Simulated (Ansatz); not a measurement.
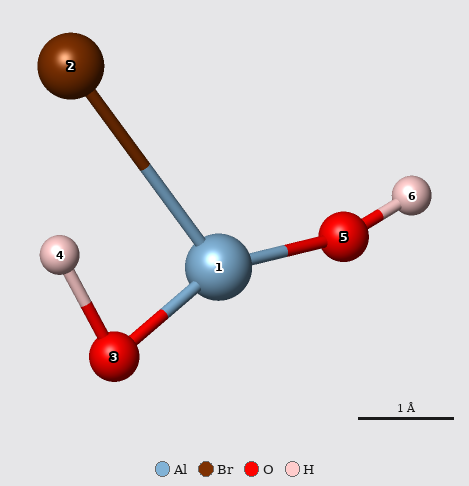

Figure 1. The starting structure (ball-and-stick view, seen at a tilt; atoms are numbered from 1 in the order of the input). Sticks mark near contacts. Bond lengths as drawn: Al–Br 2.81 Å, Al–O 1.63 Å and H–O 0.95 to 1.27 Å.

# Geometry relaxation, with input and output: AlH$_{2}$BrO$_{2}$

System: AlH$_{2}$BrO$_{2}$.
Method: UKS PBE/def2-SVPD (Ansatz 0.2.0).

The input holds or restrains some coordinates. It belongs to a series of runs on one base structure; here: pulled along the bonds that form and break, towards end A. Figures and captions count atoms from 1; the log counts them from 0 in places.

The input:
```yaml
crystal:
  periodic: [false, false, false]
  atoms:
    - { symbol: Al, position_ang: [-0.389, 0.1985, 0.0634] }
    - { symbol: Br, position_ang: [1.8346, -1.1345, -1.0266] }
    - { symbol: O, position_ang: [-0.9718, 0.1142, -1.4606] }
    - { symbol: H, position_ang: [0.1018, -0.484, -1.7697] }
    - { symbol: O, position_ang: [-0.4084, 0.581, 1.6438] }
    - { symbol: H, position_ang: [-0.1672, 0.7248, 2.5496] }
magnetization:
  spin_polarized: true
basis:
  gaussian: { orbitals: def2-SVPD }
hamiltonian:
  xc: pbe
relax:
  f_tol: 0.15
  max_steps: 25
  restrain:
    - { distance: [3, 1], at: 2.81, k: 30.0 }
    - { distance: [0, 1], at: 2.41, k: 30.0 }
    - { distance: [3, 2], at: 0.97, k: 30.0 }
output:
  orbitals: {}
```

Launched with:
```bash
ansatz run input.yaml --threads 4 --pin off --max-ram 5120MiB --backend cpu --events-out ev --progress --plain --runs-dir out
```

What the program printed:
```
The last accepted step is kept in [file] (removed where the run ends without a failure and the disk answers)
Engine: ansatz 0.2.0, aarch64-unknown-linux-gnu
Functional definition: PBE
  parameter kappa = 0.804
  parameter beta = 0.06672455060314922
  exchange = pbe_x(kappa = kappa, mu = beta*pi^2/3)
  correlation = pbe_c(beta = beta)
1166 factors; their error is unknown
mean field evaluation 1: about -80724.9612 eV, gradient 6.6e1 eV
mean field evaluation 2: about -80584.2620 eV, gradient 1.6e2 eV
mean field evaluation 4: about -80739.1471 eV, gradient 2.0e1 eV
mean field evaluation 8: about -80740.7555 eV, gradient 3.9e-1 eV
mean field evaluation 16: about -80740.6949 eV, gradient 7.8e-4 eV
mean field -80740.69491025 eV, -2967.1658099431 hartree, gradient 1.1e-5 eV, S^2 0.000000; 0 other end points of the search recorded, 0 dependent functions left out
the calculation of the forces begins
reference -80740.69495969 eV, -2967.1658117600 hartree; 33, 33 occupied and 94, 94 virtual orbitals, 1166 factors
relax step   1: F+E_penalty+E_count = -80740.69491025 eV  Δ(F+E_penalty+E_count) = +0.000e0 eV  max|allowed force component| = 2.627e0 eV/Å  E_restraint = 13.73022152 eV  max|allowed force component, restraints' pulls added| = 3.127e1 eV/Å  Δτ_max = 0.0000 Å  (33 SCF iters, accepted)
  distance H 3 - Br 1 = 1.9945 Å
  distance Al 0 - Br 1 = 2.8124 Å
  distance H 3 - O 2 = 1.2673 Å
these checks for a lower state are left out or cut short: starts, cluster_reference, orbital_swaps, neighbouring_geometries, increment
1166 factors; their error is unknown
mean field -80741.52854550 eV, -2967.1964454735 hartree, gradient 4.7e-6 eV, S^2 0.000000; 0 other end points of the search recorded, 0 dependent functions left out
the calculation of the forces begins
reference -80741.52859520 eV, -2967.1964472999 hartree; 33, 33 occupied and 94, 94 virtual orbitals, 1166 factors
relax step   2: F+E_penalty+E_count = -80741.52854550 eV  Δ(F+E_penalty+E_count) = -8.336e-1 eV  max|allowed force component| = 2.765e0 eV/Å  E_restraint = 5.87866917 eV  max|allowed force component, restraints' pulls added| = 1.887e1 eV/Å  Δτ_max = 0.1902 Å  (36 SCF iters, accepted)
  distance H 3 - Br 1 = 2.2788 Å
  distance Al 0 - Br 1 = 2.7187 Å
  distance H 3 - O 2 = 1.0899 Å
these checks for a lower state are left out or cut short: starts, cluster_reference, orbital_swaps, neighbouring_geometries, increment
1166 factors; their error is unknown
mean field evaluation 32: about -80742.1908 eV, gradient 8.6e-2 eV
mean field -80742.19079534 eV, -2967.2207827062 hartree, gradient 4.9e-6 eV, S^2 0.000000; 0 other end points of the search recorded, 0 dependent functions left out
the calculation of the forces begins
reference -80742.19084540 eV, -2967.2207845459 hartree; 33, 33 occupied and 94, 94 virtual orbitals, 1166 factors
relax step   3: F+E_penalty+E_count = -80742.19079534 eV  Δ(F+E_penalty+E_count) = -6.622e-1 eV  max|allowed force component| = 2.146e0 eV/Å  E_restraint = 1.27451805 eV  max|allowed force component, restraints' pulls added| = 5.852e0 eV/Å  Δτ_max = 0.1992 Å  (38 SCF iters, accepted)
  distance H 3 - Br 1 = 2.5611 Å
  distance Al 0 - Br 1 = 2.5599 Å
  distance H 3 - O 2 = 0.9459 Å
these checks for a lower state are left out or cut short: starts, cluster_reference, orbital_swaps, neighbouring_geometries, increment
1166 factors; their error is unknown
mean field -80742.71282156 eV, -2967.2399668159 hartree, gradient 5.0e-6 eV, S^2 0.000000; 0 other end points of the search recorded, 0 dependent functions left out
the calculation of the forces begins
reference -80742.71287188 eV, -2967.2399686652 hartree; 33, 33 occupied and 94, 94 virtual orbitals, 1166 factors
relax step   4: F+E_penalty+E_count = -80742.71282156 eV  Δ(F+E_penalty+E_count) = -5.220e-1 eV  max|allowed force component| = 8.702e-1 eV/Å  E_restraint = 0.03554763 eV  max|allowed force component, restraints' pulls added| = 1.448e0 eV/Å  Δτ_max = 0.1916 Å  (37 SCF iters, accepted)
  distance H 3 - Br 1 = 2.8300 Å
  distance Al 0 - Br 1 = 2.3770 Å
  distance H 3 - O 2 = 0.9997 Å
these checks for a lower state are left out or cut short: starts, cluster_reference, orbital_swaps, neighbouring_geometries, increment
1166 factors; their error is unknown
mean field -80742.71716953 eV, -2967.2401266008 hartree, gradient 5.2e-6 eV, S^2 0.000000; 0 other end points of the search recorded, 0 dependent functions left out
the calculation of the forces begins
reference -80742.71721945 eV, -2967.2401284353 hartree; 33, 33 occupied and 94, 94 virtual orbitals, 1166 factors
relax step   5: F+E_penalty+E_count = -80742.71716953 eV  Δ(F+E_penalty+E_count) = -4.348e-3 eV  max|allowed force component| = 1.284e0 eV/Å  E_restraint = 0.01168247 eV  max|allowed force component, restraints' pulls added| = 7.043e-1 eV/Å  Δτ_max = 0.1746 Å  (35 SCF iters, accepted)
  distance H 3 - Br 1 = 2.8217 Å
  distance Al 0 - Br 1 = 2.3848 Å
  distance H 3 - O 2 = 0.9720 Å
these checks for a lower state are left out or cut short: starts, cluster_reference, orbital_swaps, neighbouring_geometries, increment
1166 factors; their error is unknown
mean field -80742.81811062 eV, -2967.2438361174 hartree, gradient 5.2e-6 eV, S^2 0.000000; 0 other end points of the search recorded, 0 dependent functions left out
the calculation of the forces begins
reference -80742.81816117 eV, -2967.2438379753 hartree; 33, 33 occupied and 94, 94 virtual orbitals, 1166 factors
relax step   6: F+E_penalty+E_count = -80742.81811062 eV  Δ(F+E_penalty+E_count) = -1.009e-1 eV  max|allowed force component| = 6.432e-1 eV/Å  E_restraint = 0.02652513 eV  max|allowed force component, restraints' pulls added| = 3.309e-1 eV/Å  Δτ_max = 0.1429 Å  (35 SCF iters, accepted)
  distance H 3 - Br 1 = 2.8244 Å
  distance Al 0 - Br 1 = 2.3709 Å
  distance H 3 - O 2 = 0.9756 Å
these checks for a lower state are left out or cut short: starts, cluster_reference, orbital_swaps, neighbouring_geometries, increment
1166 factors; their error is unknown
mean field evaluation 64: about -80742.8436 eV, gradient 3.5e-4 eV
mean field -80742.84363614 eV, -2967.2447741632 hartree, gradient 5.4e-6 eV, S^2 0.000000; 0 other end points of the search recorded, 0 dependent functions left out
the calculation of the forces begins
reference -80742.84368664 eV, -2967.2447760189 hartree; 33, 33 occupied and 94, 94 virtual orbitals, 1166 factors
relax step   7: F+E_penalty+E_count = -80742.84363614 eV  Δ(F+E_penalty+E_count) = -2.553e-2 eV  max|allowed force component| = 9.595e-1 eV/Å  E_restraint = 0.02694716 eV  max|allowed force component, restraints' pulls added| = 1.021e-1 eV/Å  Δτ_max = 0.0960 Å  (32 SCF iters, accepted)
  distance H 3 - Br 1 = 2.8283 Å
  distance Al 0 - Br 1 = 2.3723 Å
  distance H 3 - O 2 = 0.9764 Å
```

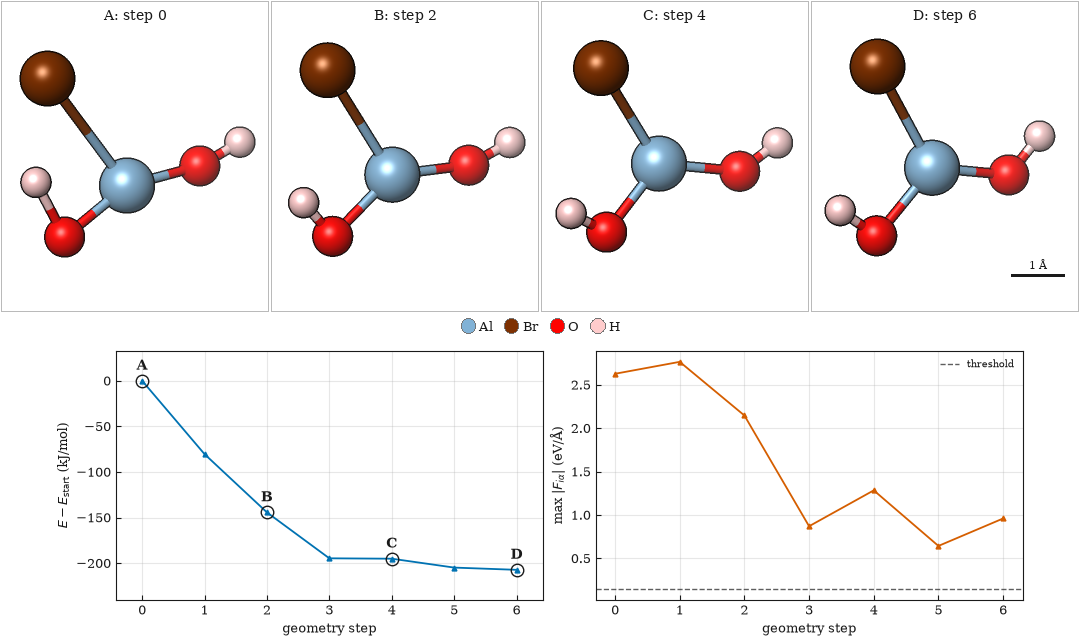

Figure 2. Frames of the restrained relaxation (ball-and-stick view, seen at a tilt) above the curves, on which the letters mark them (the first geometry is step 0 here and step 1 in the log).

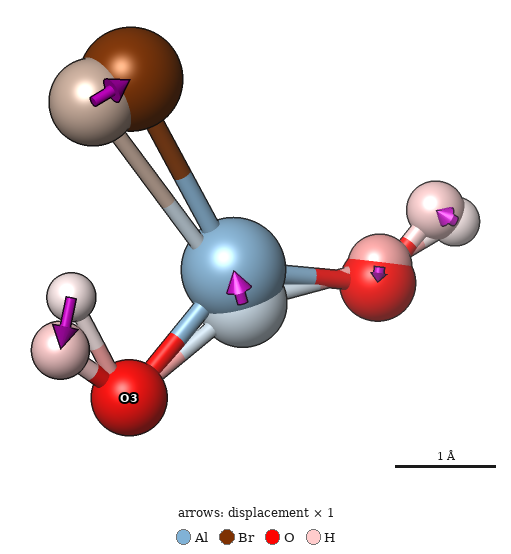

Figure 3. Start (faint) and end (solid) with the displacements as pink arrows, at true length (ball-and-stick view, seen at a tilt). The two geometries are laid on each other by the best rigid fit. The energy falls by 207.3 kJ/mol in 6 geometry steps. Largest force component: 2.6 eV/Å at the start, 0.96 eV/Å at the end. The largest move after the best rigid fit is that of H4, 0.55 Å. Largest moves by element: H 0.55 Å, Br 0.48 Å, Al 0.37 Å, O 0.17 Å. Distances before and after: Al1–Br2 2.812 → 2.372 Å, O3–H4 1.267 → 0.976 Å, Al1–O3 1.634 → 1.718 Å, Al1–O5 1.626 → 1.707 Å. New bonds form: O3–H4 (1.27 → 0.98 Å). Among the angles that change: Al1–O5–H6 163.9° → 125.0°, O3–Al1–O5 156.1° → 125.9°, Br2–Al1–O3 84.0° → 104.4°. (Atoms are counted from 1 in the order of the input.)

```
1166 factors; their error is unknown
mean field -80742.84363614 eV, -2967.2447741632 hartree, gradient 5.7e-6 eV, S^2 0.000000; 1 other end points of the search recorded, 0 dependent functions left out
the calculation of the forces begins
reference -80742.84368664 eV, -2967.2447760189 hartree; 33, 33 occupied and 94, 94 virtual orbitals, 1166 factors
Total energy: -80742.84368664 eV, -2967.2447760189 hartree
Atom 0 at    -0.057932     0.038173     0.049413 Å, force     0.959541    -0.506233    -0.190750 eV/Å
Atom 1 at     1.943998    -1.076644    -0.564781 Å, force    -0.575689     0.405862     0.527399 eV/Å
Atom 2 at    -0.966422     0.121141    -1.406905 Å, force    -0.105013     0.060439     0.040435 eV/Å
Atom 3 at    -0.356584    -0.322633    -2.026954 Å, force    -0.288028     0.033647    -0.426274 eV/Å
Atom 4 at    -0.544017     0.644882     1.569022 Å, force    -0.012612     0.012012     0.023019 eV/Å
Atom 5 at    -0.019043     0.595081     2.380105 Å, force     0.021802    -0.005728     0.026171 eV/Å
Dipole moment:     0.157645    -0.004217     0.289463 e Å
```

Trajectory as extended XYZ (Å, eV, eV/Å), 7 frames, from step=1 to step=7:
```
6
Properties=species:S:1:pos:R:3:forces:R:3 step=1 energy=-80740.69491
Al   -0.3890    0.1985    0.0634    2.3104  -1.0230   0.3164
Br    1.8346   -1.1345   -1.0266   -1.0634   0.6534   0.6032
O    -0.9718    0.1142   -1.4606    1.4524  -1.3568  -2.6271
H     0.1018   -0.4840   -1.7697   -2.4581   1.3400   0.5467
O    -0.4084    0.5810    1.6438   -0.4418   0.3225   0.6074
H    -0.1672    0.7248    2.5496    0.2004   0.0639   0.5534
6
Properties=species:S:1:pos:R:3:forces:R:3 step=2 energy=-80741.52855
Al   -0.3043    0.1511    0.0383    2.7645  -1.0381   1.1496
Br    1.8933   -1.1353   -0.9142   -1.2166   0.7775   0.8121
O    -0.9560    0.1023   -1.4784    1.0232  -1.0762  -2.3129
H    -0.0658   -0.4183   -1.8311   -2.2317   1.1415   0.1820
O    -0.3969    0.5741    1.6345   -0.4604   0.2109   0.0454
H    -0.1703    0.7262    2.5508    0.1209  -0.0156   0.1239
6
Properties=species:S:1:pos:R:3:forces:R:3 step=3 energy=-80742.19080
Al   -0.1802    0.0875    0.0219    2.1463  -0.8334   0.7503
Br    1.9296   -1.1203   -0.7801   -1.2194   0.7725   0.7826
O    -0.9512    0.0949   -1.4968   -1.8208   1.0841   0.8568
H    -0.2348   -0.3576   -1.9172    1.1550  -0.9706  -1.6861
O    -0.3895    0.5690    1.6246   -0.3920   0.0303  -0.5914
H    -0.1738    0.7265    2.5474    0.1308  -0.0830  -0.1121
6
Properties=species:S:1:pos:R:3:forces:R:3 step=4 energy=-80742.71282
Al   -0.0630    0.0313    0.0135    0.8675  -0.4415  -0.1100
Br    1.9457   -1.0841   -0.5956   -0.6584   0.4128   0.3855
O    -1.0018    0.1255   -1.4606    0.8702  -0.3851   0.1550
H    -0.3533   -0.3350   -2.0661   -0.8687   0.4549   0.1442
O    -0.3693    0.5512    1.5925   -0.3660   0.0595  -0.4459
H    -0.1583    0.7111    2.5162    0.1554  -0.1006  -0.1289
6
Properties=species:S:1:pos:R:3:forces:R:3 step=5 energy=-80742.71717
Al   -0.0712   -0.1102    0.1156    1.2836  -0.1673  -0.9607
Br    1.9435   -1.0982   -0.6918   -0.5114   0.2135   0.7576
O    -0.9202    0.0653   -1.3778   -0.5194   0.1869   0.3344
H    -0.3447   -0.2370   -2.1005   -0.0904  -0.0646  -0.1271
O    -0.4580    0.6517    1.5733   -0.3059  -0.0343  -0.0156
H    -0.1494    0.7283    2.4811    0.1435  -0.1343   0.0113
6
Properties=species:S:1:pos:R:3:forces:R:3 step=6 energy=-80742.81811
Al    0.0070   -0.0017    0.0650    0.6432  -0.3745  -0.3796
Br    1.9754   -1.1157   -0.6460   -0.5799   0.4206   0.6126
O    -0.9629    0.1297   -1.3565    0.0992  -0.0154   0.1419
H    -0.3657   -0.2983   -1.9983   -0.3207   0.0200  -0.5277
O    -0.5576    0.6352    1.5433    0.1252  -0.0321   0.1169
H    -0.0963    0.6507    2.3925    0.0331  -0.0186   0.0358
6
Properties=species:S:1:pos:R:3:forces:R:3 step=7 energy=-80742.84364
Al   -0.0579    0.0382    0.0494    0.9595  -0.5062  -0.1908
Br    1.9440   -1.0766   -0.5648   -0.5757   0.4059   0.5274
O    -0.9664    0.1211   -1.4069   -0.1050   0.0604   0.0404
H    -0.3566   -0.3226   -2.0270   -0.2880   0.0336  -0.4263
O    -0.5440    0.6449    1.5690   -0.0126   0.0120   0.0230
H    -0.0190    0.5951    2.3801    0.0218  -0.0057   0.0262
```

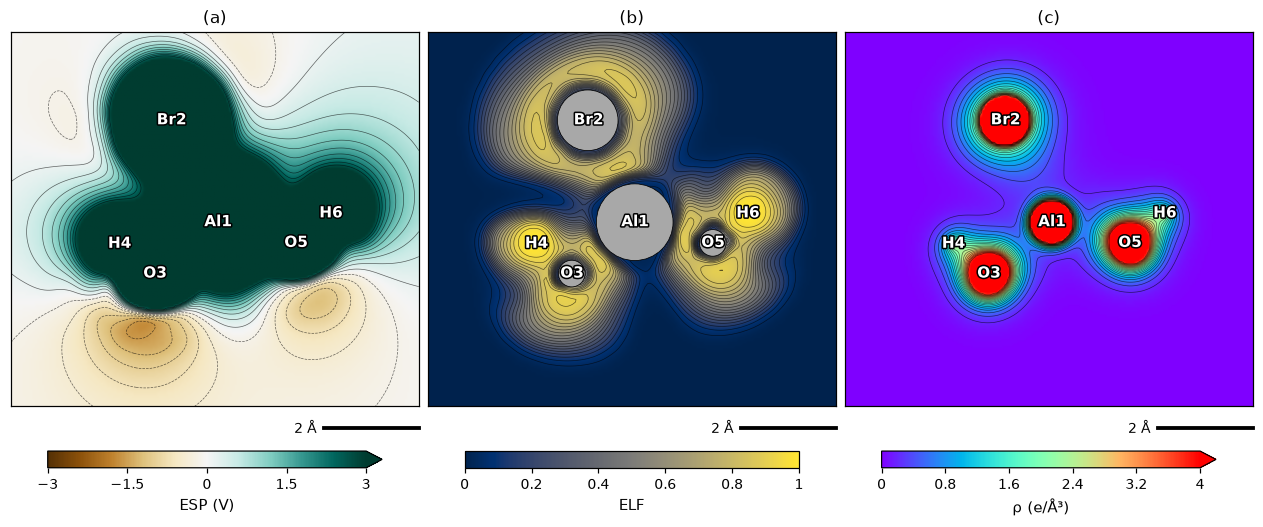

Figure 4. (a) molecular electrostatic potential; (b) electron localisation function; (c) electron density on the molecular plane. Grey discs, where drawn, cover atomic cores. Atoms in the plane: Al, Br, O and H. Al–O (1.71 Å): ρ at the midpoint is about 0.82 e/Å³; the ELF peaks at about 0.90 in the valence shell of O, 0.6 Å from its nucleus, and is about 0.40 at the midpoint. O–H (0.97 Å): ρ at the midpoint is about 3.6 e/Å³, with its minimum of 2.3 e/Å³ about 0.8 Å from O; the ELF climbs to about 1 towards the hydrogen, as it does in any bond to H (a covalent bond by its length).

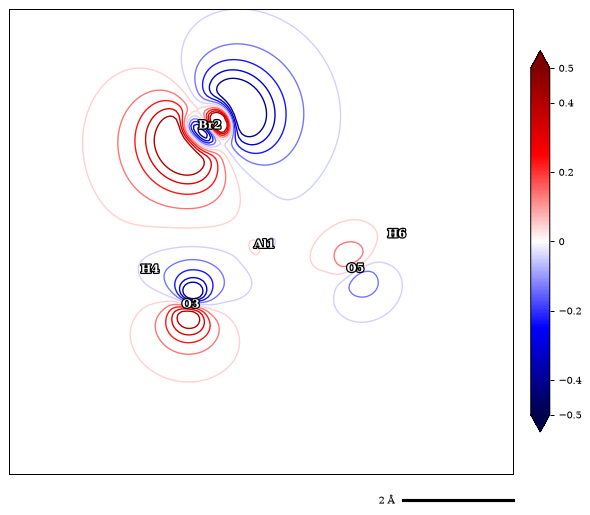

Figure 5. One frontier orbital on the molecular plane (values in Å⁻³ᐟ²; the overall sign is arbitrary). The HOMO (α), at −7.31 eV.

Key numbers:

```csv
quantity,value
outcome,converged under the restraints of the input
total energy,−80742.8437 eV
mean-field energy,−80742.8437 eV
"largest force (length of the vector) at the end, held atoms and coordinates included",1.102 eV/Å
hardware,"4 threads of Arm Neoverse N1, 16 GiB of memory available, shared host"
wall time,28 s (CPU time 1.7 min)
peak memory,0.22 GiB
```
